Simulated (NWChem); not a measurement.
# the pair CH6N2···PH3: a chain of runs

Aim: the energy (singlet CH9N2P, BLYP-D2/def2-SVPD), then a single-point energy (singlet CH6N2, BLYP-D2/def2-SVPD), then a single-point energy (singlet PH3, BLYP-D2/def2-SVPD), then the energy (singlet CH6N2, BLYP-D2/def2-SVPD), then a single-point energy (singlet PH3, BLYP-D2/def2-SVPD) of CH9N2P and its partners. 

The results are computed with NWChem 7.3.0.

## (1) The structure to begin with

The species is CH9N2P (13 atoms), meant as a singlet with charge 0. The two molecules were placed rigidly side by side, at 0.85 times their contact distance; the pair isn't optimised.

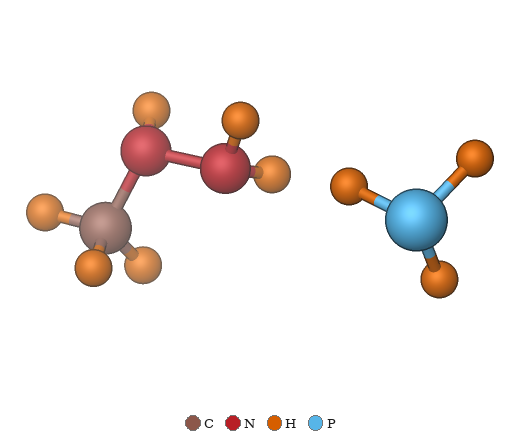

The structure, seen from a chosen angle (carbon brown, nitrogen red, hydrogen orange, phosphorus blue).

## (2) The energy at BLYP-D2/def2-SVPD (run 1)

input.nw

```
START input
TITLE "CH9N2P energy"
memory 2200 mb
charge 0
GEOMETRY units atomic noautosym nocenter noautoz
  C     -1.19487383     1.46038035    -0.78782682
  N      1.16596102     0.32956824    -0.01322808
  N      0.73113504    -1.65936851     1.71058009
  H     -2.53109917     0.12037555    -1.65728981
  H     -0.79973210     2.96006700    -2.15145319
  H     -2.11441456     2.29223779     0.85925847
  H      2.12877648    -0.27741180    -1.55770124
  H      0.31161584    -3.31665832     0.83072360
  H      2.30263128    -1.90919030     2.76693699
  P     -0.41328310    -6.12777711     7.06232227
  H     -2.47185626    -7.12696980     5.66144939
  H      1.20802632    -8.16306884     6.40860931
  H      0.42942136    -4.60822944     5.01809213
END
BASIS spherical bse
  * library def2-SVPD
END
DFT
  xc becke88 lyp
  disp vdw 2
  grid fine
  convergence energy 1e-08
  iterations 100
  mulliken
  print low
END
TASK dft
```

On the command line:

```sh
$ nwchem input.nw > input.out
```

Output:

```text
[...]
 d= 0,ls=0.0,diis     1   -493.9811743285 -6.49D+02  1.51D-02  5.49D-01     6.8
[...]
 d= 0,ls=0.0,diis    10   -494.0396081666 -2.84D-09  2.55D-07  9.46D-10    54.3
         Total DFT energy =     -494.039608166620
      One electron energy =     -985.600204397483
           Coulomb energy =      381.816520783408
    Exchange-Corr. energy =      -45.686020725123
 Nuclear repulsion energy =      155.439958074057
    Dispersion correction =       -0.009861901480
[...]
      Total Density - Mulliken Population Analysis
     ---------------------------------------------
    Atom       Charge   Shell Charges
 -----------   ------   -------------------------------------------------------
    1 C    6     4.88   1.98  0.97 -0.57  0.10  2.15  0.24  0.04 -0.03
    2 N    7     7.33   1.99  1.05  0.23  0.24  2.45  1.11  0.03  0.23
    3 N    7     6.97   1.99  1.05  0.17  0.28  2.45  0.99  0.03  0.02
    4 H    1     1.12   0.78  0.31  0.02  0.01
    5 H    1     1.32   0.78  0.49  0.02  0.03
    6 H    1     1.26   0.78  0.41  0.02  0.04
    7 H    1     1.06   0.78  0.21  0.04  0.03
    8 H    1     1.05   0.77  0.18  0.04  0.06
    9 H    1     1.08   0.78  0.20  0.04  0.07
   10 P   15    14.88   2.00  1.98  1.33 -0.08  0.23  5.92  1.52  1.84  0.09  0.05
[...]
```

It took 55 s on 1 thread of Intel Xeon Platinum 8488C (Sapphire Rapids), shared host; peak memory 0.12 GiB.

## (3) CH6N2: the energy at BLYP-D2/def2-SVPD (run 2)

mymol.nw

```
start mymol
title "CH6N2 BLYP"
memory total 2200 mb

geometry noautosym nocenter noautoz
  C    -0.632300    0.772800   -0.416900
  N     0.617000    0.174400   -0.007000
  N     0.386900   -0.878100    0.905200
  H    -1.339400    0.063700   -0.877000
  H    -0.423200    1.566400   -1.138500
  H    -1.118900    1.213000    0.454700
  H     1.126500   -0.146800   -0.824300
  H     0.164900   -1.755100    0.439600
  H     1.218500   -1.010300    1.464200
end

basis spherical bse
  * library def2-SVPD
end

dft
  xc becke88 lyp
  mult 1
  disp vdw 2
  grid fine
  convergence energy 1e-08
  maxiter 100
  mulliken
  print low
end

task dft energy
```

On the command line:

```sh
$ nwchem mymol.nw > mymol.out
```

Output:

```text
[...]
 d= 0,ls=0.0,diis     1   -150.9710928473 -2.36D+02  2.18D-02  4.03D-01     2.8
[...]
 d= 0,ls=0.0,diis    10   -151.0145769301 -3.15D-09  2.09D-07  3.05D-10    19.7
         Total DFT energy =     -151.014576930078
      One electron energy =     -370.732208707511
           Coulomb energy =      156.553213052730
    Exchange-Corr. energy =      -21.393683674105
 Nuclear repulsion energy =       84.563485869253
    Dispersion correction =       -0.005383470445
[...]
      Total Density - Mulliken Population Analysis
     ---------------------------------------------
    Atom       Charge   Shell Charges
 -----------   ------   -------------------------------------------------------
    1 C    6     4.90   1.98  0.97 -0.56  0.10  2.15  0.25  0.04 -0.03
    2 N    7     7.44   1.99  1.04  0.32  0.23  2.45  1.13  0.03  0.24
    3 N    7     6.82   1.99  1.05  0.17  0.16  2.45  0.97  0.03  0.00
    4 H    1     1.12   0.78  0.31  0.02  0.02
    5 H    1     1.31   0.78  0.48  0.02  0.03
    6 H    1     1.25   0.78  0.41  0.02  0.04
    7 H    1     1.06   0.78  0.21  0.04  0.03
    8 H    1     1.03   0.77  0.18  0.04  0.04
    9 H    1     1.06   0.78  0.20  0.04  0.04
[...]
```

It took 20 s on 1 thread of Intel Xeon Platinum 8488C (Sapphire Rapids), shared host; peak memory 0.12 GiB.

## (4) PH3: the energy at BLYP-D2/def2-SVPD (run 3)

test.nw

```
start test
title "H3P"
memory total 2200 mb

geometry units angstrom noautosym nocenter noautoz
   P     -0.218700    -3.242680     3.737220
   H     -1.308050    -3.771430     2.995910
   H      0.639260    -4.319710     3.391290
   H      0.227240    -2.438570     2.655460
end

basis spherical bse
   * library def2-SVPD
end

dft
   xc becke88 lyp
   mult 1
   disp vdw 2
   grid fine
   convergence energy 1e-08
   maxiter 100
   mulliken
   noprint "final vectors analysis"
end

task dft energy
```

On the command line:

```sh
$ nwchem test.nw > test.out
```

Output:

```text
[...]
          Wavefunction type:  closed shell.
          No. of atoms     :     4
          No. of electrons :    18
[...]
          Charge           :     0
          Spin multiplicity:     1
[...]
          AO basis - number of functions:    48
[...]
              XC Information
              --------------
                    Becke 1988 Exchange Functional  1.000
              Lee-Yang-Parr Correlation Functional  1.000
[...]
 d= 0,ls=0.0,diis     1   -343.0095731716 -3.61D+02  1.21D-02  1.40D-01     0.6
[...]
 d= 0,ls=0.0,diis     7   -343.0240735903 -1.28D-09  2.04D-07  7.39D-11     3.4
         Total DFT energy =     -343.024073590323
      One electron energy =     -508.232064044314
           Coulomb energy =      171.954252317956
    Exchange-Corr. energy =      -24.287203618451
 Nuclear repulsion energy =       17.542565540351
    Dispersion correction =       -0.001623785863
[...]
      Total Density - Mulliken Population Analysis
     ---------------------------------------------
    Atom       Charge   Shell Charges
 -----------   ------   -------------------------------------------------------
    1 P   15    15.03   2.00  1.98  1.33  0.04  0.21  5.92  1.52  1.91  0.09  0.05
    2 H    1     0.99   0.75  0.11  0.02  0.12
    3 H    1     0.99   0.75  0.11  0.02  0.12
    4 H    1     0.99   0.75  0.11  0.02  0.12
[...]
```

It took 4.2 s on 1 thread of Intel Xeon Platinum 8488C (Sapphire Rapids), shared host; peak memory 0.11 GiB.

## (5) CH6N2 among ghost functions: the energy at BLYP-D2/def2-SVPD (with ghost functions) (run 4)

a.nw

```
START a
memory 2200 mb

GEOMETRY units atomic noautosym nocenter noautoz
   C     -1.19487383     1.46038035    -0.78782682
   N      1.16596102     0.32956824    -0.01322808
   N      0.73113504    -1.65936851     1.71058009
   H     -2.53109917     0.12037555    -1.65728981
   H     -0.79973210     2.96006700    -2.15145319
   H     -2.11441456     2.29223779     0.85925847
   H      2.12877648    -0.27741180    -1.55770124
   H      0.31161584    -3.31665832     0.83072360
   H      2.30263128    -1.90919030     2.76693699
   bqP     -0.413283    -6.127777     7.062322
   bqH     -2.471856    -7.126970     5.661449
   bqH      1.208026    -8.163069     6.408609
   bqH      0.429421    -4.608229     5.018092
END

BASIS spherical bse
   C library def2-SVPD
   N library def2-SVPD
   H library def2-SVPD
   bqP library P def2-SVPD
   bqH library H def2-SVPD
END

DFT
   xc becke88 lyp
   disp vdw 2
   grid fine
   convergence energy 1e-08
   maxiter 100
   mulliken
   print low
END

TASK dft energy
```

On the command line:

```sh
$ nwchem a.nw > a.out
```

Output:

```text
[...]
 d= 0,ls=0.0,diis     1   -150.9714051780 -2.36D+02  1.51D-02  4.05D-01     5.3
[...]
 d= 0,ls=0.0,diis    10   -151.0150064162 -3.18D-09  1.53D-07  3.13D-10    52.1
         Total DFT energy =     -151.015006416175
      One electron energy =     -370.727615648399
           Coulomb energy =      156.547586624760
    Exchange-Corr. energy =      -21.393073693182
 Nuclear repulsion energy =       84.563479771098
    Dispersion correction =       -0.005383470452
[...]
      Total Density - Mulliken Population Analysis
     ---------------------------------------------
    Atom       Charge   Shell Charges
 -----------   ------   -------------------------------------------------------
    1 C    6     4.88   1.98  0.97 -0.57  0.10  2.15  0.24  0.04 -0.03
    2 N    7     7.32   1.99  1.05  0.23  0.24  2.45  1.11  0.03  0.23
    3 N    7     6.95   1.99  1.05  0.17  0.27  2.45  0.98  0.03  0.02
    4 H    1     1.12   0.78  0.31  0.02  0.01
    5 H    1     1.32   0.78  0.49  0.02  0.03
    6 H    1     1.25   0.78  0.41  0.02  0.04
    7 H    1     1.06   0.78  0.21  0.04  0.03
    8 H    1     1.06   0.78  0.19  0.04  0.05
    9 H    1     1.08   0.78  0.21  0.04  0.06
   10 X    0    -0.01  -0.00 -0.00  0.00 -0.01  0.01 -0.00  0.00 -0.01 -0.00 -0.00
[...]
```

Run time: 53 s. Hardware: 1 thread of Intel Xeon Platinum 8488C (Sapphire Rapids), shared host; peak memory 0.12 GiB.

## (6) PH3 among ghost functions: the energy at BLYP-D2/def2-SVPD (with ghost functions) (run 5)

input.nw

```
start input
memory total 2200 mb

geometry units au noautosym nocenter noautoz
 P  -0.41328310 -6.12777711  7.06232227
 H  -2.47185626 -7.12696980  5.66144939
 H   1.20802632 -8.16306884  6.40860931
 H   0.42942136 -4.60822944  5.01809213
 bqC     -1.194874     1.460380    -0.787827
 bqN      1.165961     0.329568    -0.013228
 bqN      0.731135    -1.659369     1.710580
 bqH     -2.531099     0.120376    -1.657290
 bqH     -0.799732     2.960067    -2.151453
 bqH     -2.114415     2.292238     0.859258
 bqH      2.128776    -0.277412    -1.557701
 bqH      0.311616    -3.316658     0.830724
 bqH      2.302631    -1.909190     2.766937
end

basis spherical bse
 P library def2-SVPD
 H library def2-SVPD
 bqC library C def2-SVPD
 bqN library N def2-SVPD
 bqH library H def2-SVPD
end

dft
 xc becke88 lyp
 disp vdw 2
 grid fine
 convergence energy 1e-08
 maxiter 100
 mulliken
 print low
end

task dft energy
```

On the command line:

```sh
$ nwchem input.nw > input.out
```

Output:

```text
[...]
 d= 0,ls=0.0,diis     1   -343.0099340976 -3.61D+02  4.36D-03  1.43D-01     7.0
[...]
 d= 0,ls=0.0,diis     7   -343.0244933625 -1.29D-09  2.08D-07  1.03D-10    35.1
         Total DFT energy =     -343.024493362494
      One electron energy =     -508.221299014297
           Coulomb energy =      171.941645419112
    Exchange-Corr. energy =      -24.285780242239
 Nuclear repulsion energy =       17.542564260951
    Dispersion correction =       -0.001623786021
[...]
      Total Density - Mulliken Population Analysis
     ---------------------------------------------
    Atom       Charge   Shell Charges
 -----------   ------   -------------------------------------------------------
    1 P   15    14.90   2.00  1.98  1.33 -0.07  0.23  5.92  1.52  1.85  0.09  0.05
    2 H    1     0.99   0.75  0.11  0.02  0.12
    3 H    1     0.99   0.75  0.11  0.02  0.12
    4 H    1     1.09   0.75  0.18  0.02  0.15
    5 X    0    -0.00   0.00 -0.00 -0.00 -0.00 -0.00  0.00 -0.00 -0.00
    6 X    0     0.00   0.00 -0.00 -0.00  0.00 -0.00  0.00  0.00  0.00
    7 X    0     0.04   0.00 -0.00 -0.00  0.04 -0.00  0.00  0.00 -0.00
    8 X    0    -0.00   0.00 -0.00 -0.00  0.00
    9 X    0     0.00   0.00  0.00 -0.00  0.00
   10 X    0    -0.00  -0.00 -0.00  0.00 -0.00
[...]
```

It took 36 s on 1 thread of Intel Xeon Platinum 8488C (Sapphire Rapids), shared host; peak memory 0.12 GiB.

## (7) What came out

```
                                                                                                                quantity          value
                                                                                  run 1, BLYP-D2/def2-SVPD: total energy  -494.03961 Eh
                                                                             run 1, BLYP-D2/def2-SVPD: dispersion energy  -25.89 kJ/mol
                                                                                                     CH6N2: total energy  -151.01458 Eh
                                                                                                CH6N2: dispersion energy  -14.13 kJ/mol
                                                                                                       PH3: total energy  -343.02407 Eh
                                                                                                      PH3: dipole moment         0.55 D
                                                                                                  PH3: dispersion energy   -4.26 kJ/mol
                                                                               CH6N2 among ghost functions: total energy  -151.01501 Eh
                                                                          CH6N2 among ghost functions: dispersion energy  -14.13 kJ/mol
                                                                                 PH3 among ghost functions: total energy  -343.02449 Eh
                                                                            PH3 among ghost functions: dispersion energy   -4.26 kJ/mol
              interaction energy of the rigid parts CH6N2 and PH3 (parts in their own basis; closest atoms 2.11 Å apart)      -0.026 eV
interaction energy of the rigid parts CH6N2 and PH3 (parts in the whole basis, counterpoise; closest atoms 2.11 Å apart)      -0.003 eV
```

The interaction energy of the rigid parts CH6N2 and PH3 (parts in their own basis; closest atoms 2.11 Å apart) is −0.03 eV (−2.5 kJ/mol): the parts attract. Without counterpoise this holds the superposition error of the basis. The interaction energy of the rigid parts CH6N2 and PH3 (parts in the whole basis, counterpoise; closest atoms 2.11 Å apart) is −0.00 eV (−0.3 kJ/mol). The basis-set superposition error is 2.2 kJ/mol. Mulliken charges (run 1, BLYP-D2/def2-SVPD) run from -0.33 on N2 to +1.12 on C1; in a basis this large or diffuse they mean little.
